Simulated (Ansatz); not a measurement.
```yaml
atoms:
  - { symbol: B, position_ang: [0.1421, 0.5040, -0.3811] }
  - { symbol: N, position_ang: [-0.2627, -0.0475, 2.2683] }
  - { symbol: H, position_ang: [-1.0698, -0.5845, 2.5799] }
  - { symbol: H, position_ang: [0.5707, -0.4523, 2.6902] }
  - { symbol: F, position_ang: [1.3945, 0.0589, -0.5235] }
  - { symbol: H, position_ang: [-0.7338, -0.1906, -0.8194] }
  - { symbol: Si, position_ang: [-0.1829, 2.3035, 0.3696] }
  - { symbol: H, position_ang: [-1.5613, 2.4182, 0.9327] }
  - { symbol: H, position_ang: [0.7707, 2.6527, 1.4670] }
  - { symbol: H, position_ang: [-0.0502, 3.3975, -0.6438] }
  - { symbol: H, position_ang: [-0.3636, 0.9131, 2.6420] }
```

Not at a stationary point (largest force 0.9 eV/Å).

Theory: RKS B3LYP/6-31G* (Ansatz).

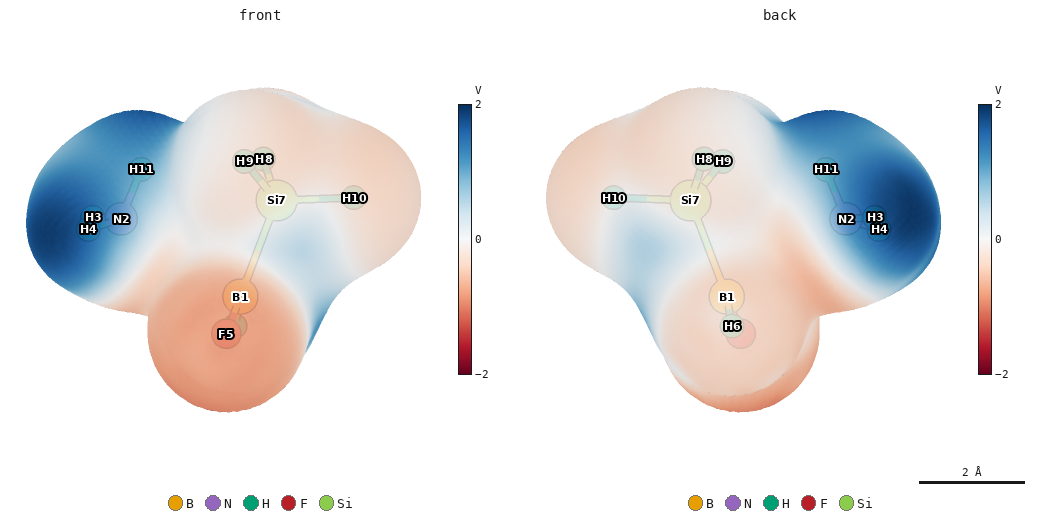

BFH4Si···NH3. The molecular electrostatic potential painted on the density surface at 0.002 e/bohr³, seen from the front and from behind; red is negative and blue positive.

> Which sites attract a positive test charge, and which a negative one?

A positive charge is drawn to the negative regions and a negative charge to the positive ones. The most negative region (about −0.9 V) lies over F5, the most positive (about +1.9 V) over H3 and H4.
